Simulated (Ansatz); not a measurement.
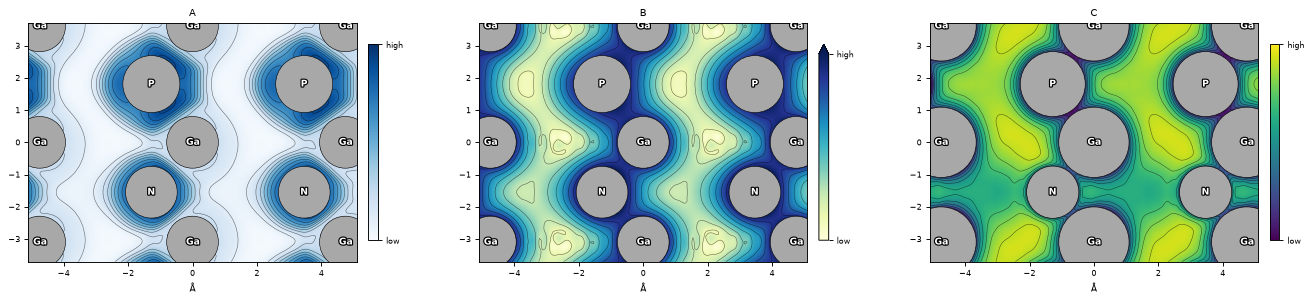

Ga4PN3: 3 fields on the (101) plane of the conventional cell, with unlabelled colour scales. Grey discs cover the atomic cores.

Space group P-43m; started from the ordered alloy on zincblende lattice prototype, which need not be the ambient phase.

The calculation used Ansatz 0.2.0, DFT, HSE06, plane waves, PAW.

**The panels show electron localisation function, electrostatic potential energy of an electron and valence pseudo-density in some order. Assign them.**

Panel A: electron localisation function. Panel B: valence pseudo-density. Panel C: electrostatic potential energy of an electron (low next to the atoms, rising into the space between them). From the grid: Ga–N (2.01 Å): the density is about 0.67 e/Å³ at the midpoint; the ELF peaks at about 0.85 in the valence shell of N, 0.7 Å from its nucleus, and is about 0.45 at the midpoint. Ga–P (2.21 Å): the density is about 0.7 e/Å³ at the midpoint; the ELF peaks at about 0.90 between the atoms: localised, covalent bonding.
